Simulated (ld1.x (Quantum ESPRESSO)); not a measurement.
# Pseudopotential generation for Ga: RRKJ, PBEsol

Task: generate the file, and judge it by its errors in other configurations, its logarithmic derivatives, its ghosts and its cutoff.

Method: ld1.x (Quantum ESPRESSO) 7.5, PBEsol, scalar-relativistic.

### Step 1. Starting point

The settings as typed:

```
element                 : gallium (Ga, Z = 31)
type                    : norm-conserving RRKJ (Kleinman–Bylander form)
frozen core             : [Ar]
valence charge          : 13
reference configuration : 3d10 4s2 4p1
partial waves           : 4s (bound): rc 1.75 bohr; 3d (bound): rc 1.20 bohr; 4p (bound): rc 2.65 bohr
local potential         : the p channel
core correction         : a·sin(br)/r model core, default radius (core density twice the valence density)
```

The nodes and maxima of the atom's own shells, from an earlier all-electron run, set the scale for the radii.

All-electron outer shells of the reference configuration (PBEsol, scalar-relativistic, ld1.x):

```csv
shell,level (eV),outermost node (bohr),outermost maximum (bohr)
3s,-147.78,0.27,0.56
3p,-98.68,0.24,0.56
3d,-19.16,–,0.53
4s,-8.96,0.81,1.90
4p,-2.57,0.87,2.53
```

### Step 2. The generation run

File Ga.in:

```
 &input
   title='Ga', zed=31., rel=1, dft='PBESOL', iswitch=3,
   config='[Ar] 3d10 4s2 4p1',
   nld=3, rlderiv=2.90, eminld=-3.0, emaxld=5.0, deld=0.02
 /
 &inputp
   pseudotype=2, tm=.false., rho0=0.02, lloc=1,
   nlcc=.true.,
   file_pseudopw='Ga.UPF', file_wfcaegen='ae.wfc', file_wfcncgen='nc.wfc', file_beta='beta', file_chi='chi'
 /
3
4S  1  0   2.00   0.00  1.75  1.75  0.0
3D  3  2  10.00   0.00  1.20  1.20  0.0
4P  2  1   1.00   0.00  2.65  2.65  0.0
 &test
   configts(1)='3d10 4s2 4p1'
 /
```

Command:

```sh
$ ld1.x < Ga.in > Ga.out
```

What the program wrote to Ga.out (without the banner and most projector matrices):

```text
     Program LD1 v.7.5
     --------------------------- All-electron run ----------------------------

     Ga
     scalar relativistic calculation

     atomic number is 31.00
     dft =PBESOL   lsd =0 sic =0 latt =0  beta=0.20 tr2=1.0E-14
     Exchange-correlation= PBESOL
                           (   1   4  10   8   0   0   0)
     mesh =1205 r(mesh) = 101.09016 a.u. xmin = -7.00 dx = 0.01250
     1 Ry =  13.60569312 eV, c = 137.03599908

     n l     nl                  e(Ry)          e(Ha)          e(eV)
     1 0     1S 1( 2.00)      -751.2393      -375.6196    -10221.1308
     2 0     2S 1( 2.00)       -92.6973       -46.3486     -1261.2108
     2 1     2P 1( 6.00)       -80.7184       -40.3592     -1098.2298
     3 0     3S 1( 2.00)       -10.8614        -5.4307      -147.7773
     3 1     3P 1( 6.00)        -7.2530        -3.6265       -98.6819
     3 2     3D 1(10.00)        -1.4084        -0.7042       -19.1618
     4 0     4S 1( 2.00)        -0.6587        -0.3294        -8.9623
     4 1     4P 1( 1.00)        -0.1889        -0.0945        -2.5706

     final scf error:  5.8E-15 reached in  29 iterations

     Etot =   -3884.919876 Ry,   -1942.459938 Ha,  -52857.027641 eV

     Ekin =    3950.569792 Ry,    1975.284896 Ha,   53750.240245 eV
     Encl =   -9365.519737 Ry,   -4682.759868 Ha, -127424.387475 eV
     Eh   =    1677.958912 Ry,     838.979456 Ha,   22829.794027 eV
     Exc  =    -147.928843 Ry,     -73.964421 Ha,   -2012.674438 eV

     normalization and overlap integrals

     s(1S/1S) =  1.000000  <r> =   0.0486  <r2> =    0.0032  r(max) =   0.0319
     s(2S/2S) =  1.000000  <r> =   0.2180  <r2> =    0.0561  r(max) =   0.1833
     s(2P/2P) =  1.000000  <r> =   0.1908  <r2> =    0.0446  r(max) =   0.1464
     s(3S/3S) =  1.000000  <r> =   0.6523  <r2> =    0.4915  r(max) =   0.5647
     s(3P/3P) =  1.000000  <r> =   0.6795  <r2> =    0.5450  r(max) =   0.5647
     s(3D/3D) =  1.000000  <r> =   0.8108  <r2> =    0.8637  r(max) =   0.5305
     s(4S/4S) =  1.000000  <r> =   2.3400  <r2> =    6.3737  r(max) =   1.8984
     s(4P/4P) =  1.000000  <r> =   3.3910  <r2> =   13.9148  r(max) =   2.5307

     ------------------------ End of All-electron run ------------------------

     --------------------- Generating NC pseudopotential ---------------------

      Generating local pot.: lloc=1, matching radius rcloc =   2.6500

      Computing core charge for nlcc:

       r > 0.31 : true rho core
       r < 0.31 : rho core = a sin(br)/r    a=  71.96  b=   7.87

      Integrated core pseudo-charge :  11.33

      Wfc   4S  rcut= 1.761  Estimated cut-off energy=       13.99 Ry
      Using 4 Bessel functions for this wfc, rho(0) = 0.020
      This function has    0 nodes for 0 < r <    1.761

      Wfc   3D  rcut= 1.210  Estimated cut-off energy=      160.66 Ry
      This function has    0 nodes for 0 < r <    1.210

     ------------------- End of pseudopotential generation -------------------

     [... the all-electron block is printed once more ...]


     Computing logarithmic derivative in   2.88574
     Computing logarithmic derivative in   2.88574
     Computing the partial wave expansion
     R is outside the sphere for l=    0 j= 0.00
       no projector for channel:   1
     R is outside the sphere for l=    2 j= 0.00

     ---------------------- Testing the pseudopotential ----------------------

     Ga
     scalar relativistic calculation

     atomic number is 31.00   valence charge is 13.00
     dft =PBESOL   lsd =0 sic =0 latt =0  beta=0.20 tr2=1.0E-14
     mesh =1205 r(mesh) = 101.09016 xmin = -7.00 dx = 0.01250

     n l     nl             e AE (Ry)        e PS (Ry)    De AE-PS (Ry)
     3 2     3D   1(10.00)       -1.40837       -1.40837        0.00000
     1 0     4S   1( 2.00)       -0.65871       -0.65871        0.00000
     2 1     4P   1( 1.00)       -0.18894       -0.18894        0.00000

     eps = 8.8E-15  iter = 15

     Etot =   -3884.919876 Ry,   -1942.459938 Ha,  -52857.027641 eV
     Etotps =  -180.877878 Ry,     -90.438939 Ha,   -2460.968897 eV

     Ekin =     182.041287 Ry,      91.020644 Ha,    2476.797891 eV
     Encl =    -258.746399 Ry,    -129.373200 Ha,   -3520.424108 eV
     Ehrt =     137.006832 Ry,      68.503416 Ha,    1864.072906 eV
     Ecxc =     -59.452914 Ry,     -29.726457 Ha,    -808.898101 eV
     (Ecc =     -31.597342 Ry,     -15.798671 Ha,    -429.903738 eV)
     Epseu=    -181.726683 Ry,     -90.863342 Ha,   -2472.517485 eV

     ---------------------- End of pseudopotential test ----------------------
```

Run time: 1.2 s. Hardware: 1 thread of Neoverse-V2, shared host. (Generation and the later configuration tests together.)

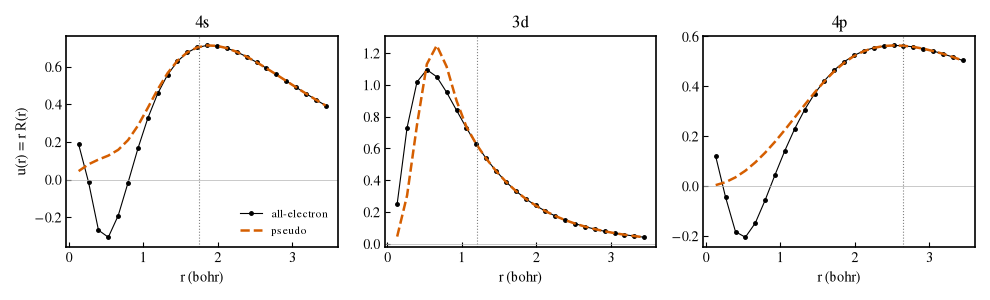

All-electron and pseudo partial waves (4s, 3d, 4p), with the matching radii dotted. The curves join 26 sampled radii, too few to resolve the innermost nodes.

### Step 3. Testing the new file in other configurations

File Ga.test.in:

```
 &input
   title='Ga', zed=31., rel=1, dft='PBESOL', iswitch=2,
   config='[Ar] 3d10 4s2 4p1'
 /
 &test
   file_pseudo='Ga.UPF', nconf=8,
   configts(1)='3d10 4s2 4p1',
   configts(2)='3d10 4s2 4p0',
   configts(3)='3d10 4s1 4p0',
   configts(4)='3d10 4s0 4p0',
   configts(5)='3d9 4s2 4p1',
   configts(6)='3d9 4s0 4p0',
   configts(7)='3d10 4s2 4p0.5',
   configts(8)='3d10 4s0 4p3'
 /
```

Command:

```sh
$ ld1.x < Ga.test.in > Ga.test.out
```

Ga.test.out, the pseudopotential blocks, each with the warnings that came before it:

```text
     Warning: n=3, l=2 expected 0 nodes, found 1
     ---------------------- Testing the pseudopotential ----------------------

     Ga
     scalar relativistic calculation

     atomic number is 31.00   valence charge is 13.00
     dft =PBESOL   lsd =0 sic =0 latt =0  beta=0.20 tr2=1.0E-14
     mesh =1205 r(mesh) = 101.09016 xmin = -7.00 dx = 0.01250

     n l     nl             e AE (Ry)        e PS (Ry)    De AE-PS (Ry)
     3 2     3D   1(10.00)       -1.40837       -1.40837       -0.00000
     1 0     4S   1( 2.00)       -0.65871       -0.65871        0.00000
     2 1     4P   1( 1.00)       -0.18894       -0.18894        0.00000

     eps = 8.3E-15  iter = 17

     Etot =   -3884.919876 Ry,   -1942.459938 Ha,  -52857.027641 eV
     Etotps =  -180.877874 Ry,     -90.438937 Ha,   -2460.968852 eV

     Ekin =     182.041290 Ry,      91.020645 Ha,    2476.797934 eV
     Encl =    -258.746396 Ry,    -129.373198 Ha,   -3520.424065 eV
     Ehrt =     137.006829 Ry,      68.503414 Ha,    1864.072865 eV
     Ecxc =     -59.452914 Ry,     -29.726457 Ha,    -808.898097 eV
     (Ecc =     -31.597342 Ry,     -15.798671 Ha,    -429.903738 eV)
     Epseu=    -181.726684 Ry,     -90.863342 Ha,   -2472.517489 eV

     ---------------------- End of pseudopotential test ----------------------

     ---------------------- Testing the pseudopotential ----------------------

     Ga
     [...]
     n l     nl             e AE (Ry)        e PS (Ry)    De AE-PS (Ry)
     3 2     3D   1(10.00)       -2.01811       -2.01704       -0.00107
     1 0     4S   1( 2.00)       -1.20258       -1.20328        0.00070
     2 1     4P   1( 0.00)       -0.66527       -0.66583        0.00057

     eps = 8.8E-15  iter = 22

     Etot =   -3884.502444 Ry,   -1942.251222 Ha,  -52851.348190 eV
     Etotps =  -180.460243 Ry,     -90.230122 Ha,   -2455.286688 eV
     dEtot_ae =       0.417432 Ry
     dEtot_ps =       0.417631 Ry,   Delta E=      -0.000199 Ry

     [...]
     ---------------------- End of pseudopotential test ----------------------

     ---------------------- Testing the pseudopotential ----------------------

     Ga
     [...]
     n l     nl             e AE (Ry)        e PS (Ry)    De AE-PS (Ry)
     3 2     3D   1(10.00)       -2.89489       -2.89431       -0.00057
     1 0     4S   1( 1.00)       -1.91329       -1.91570        0.00241
     2 1     4P   1( 0.00)       -1.29739       -1.30106        0.00367

     eps = 2.7E-15  iter = 17

     Etot =   -3882.949002 Ry,   -1941.474501 Ha,  -52830.212540 eV
     Etotps =  -178.905098 Ry,     -89.452549 Ha,   -2434.127861 eV
     dEtot_ae =       1.970874 Ry
     dEtot_ps =       1.972776 Ry,   Delta E=      -0.001903 Ry

     [...]
     ---------------------- End of pseudopotential test ----------------------

     ---------------------- Testing the pseudopotential ----------------------

     Ga
     [...]
     n l     nl             e AE (Ry)        e PS (Ry)    De AE-PS (Ry)
     3 2     3D   1(10.00)       -3.85556       -3.85332       -0.00225
     1 0     4S   1( 0.00)       -2.66820       -2.67113        0.00292
     2 1     4P   1( 0.00)       -1.97821       -1.98805        0.00985  !

     eps = 8.6E-15  iter = 18

     Etot =   -3880.661650 Ry,   -1940.330825 Ha,  -52799.091522 eV
     Etotps =  -176.614611 Ry,     -88.307305 Ha,   -2402.964198 eV
     dEtot_ae =       4.258226 Ry
     dEtot_ps =       4.263263 Ry,   Delta E=      -0.005037 Ry

     [...]
     ---------------------- End of pseudopotential test ----------------------

     ---------------------- Testing the pseudopotential ----------------------

     Ga
     [...]
     n l     nl             e AE (Ry)        e PS (Ry)    De AE-PS (Ry)
     3 2     3D   1( 9.00)       -2.71454       -2.80575        0.09120  !
     1 0     4S   1( 2.00)       -1.42266       -1.42153       -0.00113
     2 1     4P   1( 1.00)       -0.81786       -0.81801        0.00015

     eps = 9.5E-15  iter = 17

     Etot =   -3882.883194 Ry,   -1941.441597 Ha,  -52829.317173 eV
     Etotps =  -178.796786 Ry,     -89.398393 Ha,   -2432.654195 eV
     dEtot_ae =       2.036682 Ry
     dEtot_ps =       2.081089 Ry,   Delta E=      -0.044407 Ry

     [...]
     ---------------------- End of pseudopotential test ----------------------

     ---------------------- Testing the pseudopotential ----------------------

     Ga
     [...]
     n l     nl             e AE (Ry)        e PS (Ry)    De AE-PS (Ry)
     3 2     3D   1( 9.00)       -5.56227       -5.65205        0.08978  !
     1 0     4S   1( 0.00)       -3.71857       -3.71328       -0.00529  !
     2 1     4P   1( 0.00)       -2.92276       -2.95031        0.02755  !

     eps = 6.1E-16  iter = 12

     Etot =   -3875.969108 Ry,   -1937.984554 Ha,  -52735.246241 eV
     Etotps =  -171.878293 Ry,     -85.939146 Ha,   -2338.523307 eV
     dEtot_ae =       8.950768 Ry
     dEtot_ps =       8.999582 Ry,   Delta E=      -0.048814 Ry

     [...]
     ---------------------- End of pseudopotential test ----------------------

     ---------------------- Testing the pseudopotential ----------------------

     Ga
     [...]
     n l     nl             e AE (Ry)        e PS (Ry)    De AE-PS (Ry)
     3 2     3D   1(10.00)       -1.69136       -1.69070       -0.00066
     1 0     4S   1( 2.00)       -0.91545       -0.91559        0.00015
     2 1     4P   1( 0.50)       -0.41271       -0.41280        0.00009

     eps = 3.1E-15  iter = 26

     Etot =   -3884.770904 Ry,   -1942.385452 Ha,  -52855.000767 eV
     Etotps =  -180.728876 Ry,     -90.364438 Ha,   -2458.941631 eV
     dEtot_ae =       0.148972 Ry
     dEtot_ps =       0.148998 Ry,   Delta E=      -0.000026 Ry

     [...]
     ---------------------- End of pseudopotential test ----------------------

     ---------------------- Testing the pseudopotential ----------------------

     Ga
     [...]
     n l     nl             e AE (Ry)        e PS (Ry)    De AE-PS (Ry)
     3 2     3D   1(10.00)       -1.67167       -1.67131       -0.00036
     1 0     4S   1( 0.00)       -0.80807       -0.80695       -0.00113
     2 1     4P   1( 3.00)       -0.29572       -0.29548       -0.00024

     eps = 6.8E-15  iter = 24

     Etot =   -3883.935722 Ry,   -1941.967861 Ha,  -52843.637543 eV
     Etotps =  -179.894241 Ry,     -89.947121 Ha,   -2447.585838 eV
     dEtot_ae =       0.984154 Ry
     dEtot_ps =       0.983633 Ry,   Delta E=       0.000521 Ry

     [...]
     ---------------------- End of pseudopotential test ----------------------
```

Energies count from the reference configuration 3d10 4s2 4p1; the error is all-electron less pseudo.

```csv
valence configuration,charge,ΔE all-electron (eV),error AE − PS (meV)
3d10 4s2 4p0,+1,5.679,-2.7
3d10 4s1 4p0,+2,26.815,-26
3d10 4s0 4p0,+3,57.936,-69
3d9 4s2 4p1,+1,27.710,-604
3d9 4s0 4p0,+4,121.781,-664
3d10 4s2 4p0.5,+0.5,2.027,-0.4
3d10 4s0 4p3,0,13.390,+7.1
```

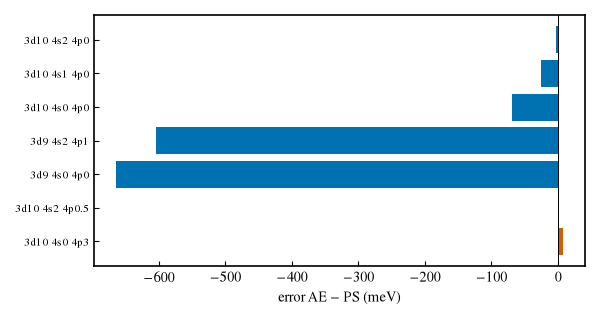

Error of the potential in each test configuration.

### Step 4. Scattering by logarithmic derivatives

Taken from the files of the generation run. The phase is arctan(r·u′/u) with u = r·R, unwrapped, with energies in Ry. A pole is an energy at which the radial function vanishes at the test radius. The pseudo phase is shifted by a multiple of π to meet the all-electron one at the reference energy. Levels narrower than the energy grid can be missing from the poles. The last column is the largest difference on the grid between −1 and +1 Ry.

| channel | radius (bohr) | reference (Ry) | poles AE | poles PS | window around the reference with phases within 0.05 rad (Ry) | largest difference near zero (rad) |
| --- | --- | --- | --- | --- | --- | --- |
| s | 2.89 | -0.66 | 0.05 | 0.06 | below 1.8 | 0.007 |
| p | 2.89 | -0.19 | 1.01 | 0.99 | below 2.4 | 0.005 |
| d | 2.89 | -1.41 | -1.39, 2.74 | -1.39, 3.41 | below 0.3 | 0.318 |

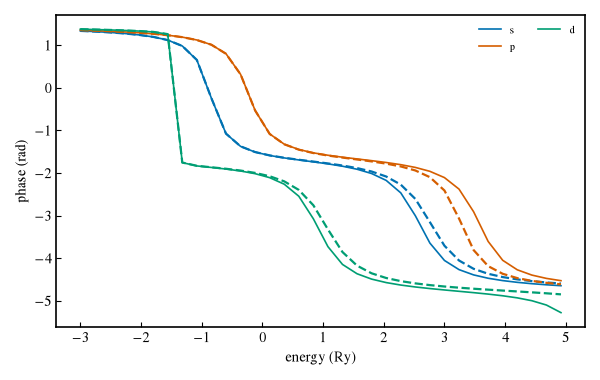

Phases by channel: all-electron solid, pseudo dashed.

### Step 5. Cutoff and ghost test in a Bessel basis

A separate test, outside the generator: the pseudo-atom's Hamiltonian at the reference potential is diagonalised in spherical Bessel functions j_l(qr) that vanish at 20 bohr, with q² up to the cutoff.

All-electron valence levels (Ry): 4s -0.6587, 3d -1.4084, 4p -0.1889. The lowest levels of each channel (Ry) by cutoff; the last column sums, over occupied levels, occupation times the distance from the level at 400 Ry. A positive value at high cutoff is not a bound level.

```
cutoff (Ry)      s #1     s #2     d #1     p #1    f #1  Σ f·Δε (mRy)
          8   -7.8693  -0.5905   0.0504  -0.1880  0.1031       14725.3
         15  -11.0652  -0.6249   0.0504  -0.1889  0.1031       14655.5
         25  -13.2067  -0.6350   0.0503  -0.1889  0.1031       14634.6
         35  -21.1864  -0.6518   0.0502  -0.1889  0.1031       14599.4
         50  -27.1413  -0.6584   0.0479  -0.1889  0.1031       14563.3
         70  -27.4343  -0.6587  -0.8173  -0.1889  0.1031        5911.4
        100  -27.4633  -0.6587  -1.3754  -0.1889  0.1031         329.6
        120  -27.4654  -0.6587  -1.4063  -0.1889  0.1031          20.6
        160  -27.4680  -0.6587  -1.4078  -0.1889  0.1031           5.5
        180  -27.4687  -0.6587  -1.4082  -0.1889  0.1031           1.5
        200  -27.4687  -0.6587  -1.4083  -0.1889  0.1031           1.0
        260  -27.4691  -0.6587  -1.4084  -0.1889  0.1031           0.2
        400  -27.4693  -0.6587  -1.4084  -0.1889  0.1031           0.0
```

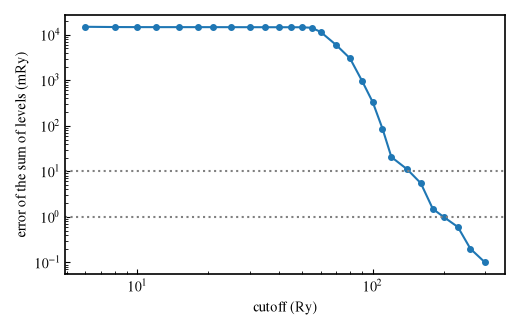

Occupation-weighted error of the valence levels against the cutoff; the dotted lines mark 10 and 1 mRy.

The sum stays within 10 mRy from 160 Ry and within 1 mRy from 200 Ry. The sum leaves out empty levels, which can need more. Ghost test: ghost state, bound below the all-electron valence or empty levels of the same l: s at -373.7 eV.

### Step 6. Results

```
                                                quantity                      value
               cutoffs for 10 and 1 mRy, occupied levels          160 Ry and 200 Ry
                                            bound ghosts            s at -373.74 eV
                            largest test error (AE − PS)  -664 meV, for 3d9 4s0 4p0
largest phase difference near zero energy, channels read                  0.318 rad
```

**Reading.** It has a bound ghost (s), a state that the atom doesn't have, and that rules the file out. By total energies transferability is poor: the largest error is 664 meV on 121.8 eV, for 3d9 4s0 4p0. That test lies far up in energy; among those under 40 eV, nearer to bonding, the largest error is 604 meV. By its cutoff, 160 Ry for the looser tolerance, it is very hard. The slowest occupied level is 3d: taken alone it needs 160 Ry to come within 1 mRy, against 50 Ry for 4s. Of the channels read, d scatters worst near zero energy, by up to 0.32 rad. All of this concerns the isolated atom, not yet a solid.
